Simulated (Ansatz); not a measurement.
# CaF (SMILES [F][Ca]) at UHF/def2-TZVPP

What is the electronic atomisation energy of CaF at UHF/def2-TZVPP? 

Program for the calculation: Ansatz 0.2.0.

38 further runs of the same task are left out: 4 that didn't finish, 34 set aside as unsound or not needed.

**1. The structure to begin with**

CaF has 2 atoms, charge 0, and is taken as a doublet. SMILES: `[F][Ca]`. The coordinates come from a PBE0-D4/def2-TZVP relaxation.

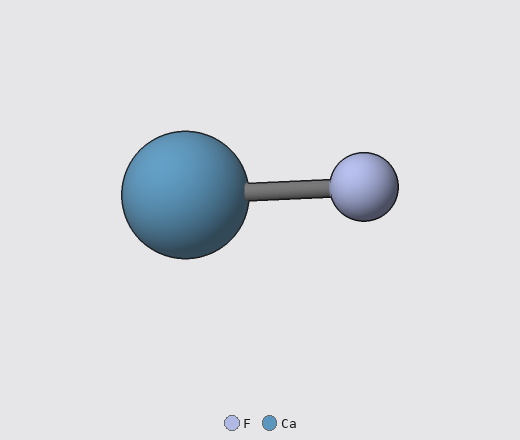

Viewed from a chosen angle; fluorine light blue, calcium blue.

**2. A single-point energy at UHF/def2-TZVPP**

Input file input.yaml:

```yaml
basis:
  gaussian:
    orbitals: def2-TZVPP
crystal:
  periodic: [false, false, false]
  atoms:
    - symbol: F
      position_ang: [0.000000, -0.000000, -0.048360]
    - symbol: Ca
      position_ang: [-0.000000, 0.000000, 1.901310]
hamiltonian:
  xc: hf
accuracy: high
output:
  orbitals: {seedname: orbitals}
magnetization:
  spin_polarized: true
  initial_magnetization: 1
```

On the command line:

```console
$ ansatz run input.yaml --threads 1 --pin off --max-ram 3480MiB --events-out events.jsonl --progress --plain --runs-dir runs
```

The program printed:

```text
Warning: RAYON_NUM_THREADS=1 ignored (pool sized by the plan → 1); use --threads N
Functional definition: HF
  name "HF"
  exchange = exact_x
  correlation = 0
1052 factors; integrals over basis functions are off by at most 3.9e-9 eV
mean field evaluation 1: about -21121.5441 eV, gradient 2.7e1 eV
mean field evaluation 2: about -21121.5473 eV, gradient 2.7e1 eV
mean field evaluation 4: about -21124.3084 eV, gradient 1.5e0 eV
mean field evaluation 8: about -21124.3755 eV, gradient 1.3e-1 eV
mean field -21124.37614336 eV, -776.3065046521 hartree, gradient 3.4e-8 eV, S^2 0.750276; 0 other end points of the search recorded, 0 dependent functions left out
reference -21124.37614336 eV, -776.3065046521 hartree; 15, 14 occupied and 52, 53 virtual orbitals, 1052 factors
Total energy: -21124.37614336 eV, -776.3065046521 hartree
```

Run time: 1 s. Hardware: 1 thread of Arm Neoverse V2, shared host; peak memory 0.14 GiB.

**3. The Ca atom**

Input file molecule.yaml:

```yaml
crystal:
  periodic: [false, false, false]
  atoms:
    - {symbol: Ca, position_ang: [0.000000, 0.000000, 0.000000]}
basis:
  gaussian:
    orbitals: def2-TZVPP
hamiltonian:
  xc: hf
accuracy: high
```

Run the same way, it converges to -676.74580 Eh (log not shown).

**4. The F atom**

Input file in.yaml:

```yaml
crystal:
  periodic: [false, false, false]
  atoms:
    - {symbol: F, position_ang: [0.000000, 0.000000, 0.000000]}
basis:
  gaussian: {orbitals: def2-TZVPP}
magnetization: {spin_polarized: true, initial_magnetization: 1}
hamiltonian: {xc: hf}
accuracy: high
```

Run the same way, it converges to -99.41180 Eh (log not shown).

**5. What came out**

Level: UHF/def2-TZVPP.

| quantity | value |
| --- | --- |
| molecule: total energy | -776.30650 Eh |
| molecule: HOMO energy (highest over α and β) | -5.72 eV |
| molecule: LUMO energy (lowest over α and β) | 0.13 eV |
| molecule: ⟨S²⟩ | 0.750 |
| Ca atom: total energy | -676.74580 Eh |
| F atom: total energy | -99.41180 Eh |
| F atom: ⟨S²⟩ | 0.754 |
| electronic atomisation energy | 4.052 eV |

What this shows: Taking the molecule apart into free atoms costs 4.05 eV (93 kcal/mol), before zero-point energy and without spin-orbit coupling. Hartree–Fock lacks the correlation of the bonding pairs, which as a rule makes this value much too low; in minimal bases other errors can mask that.
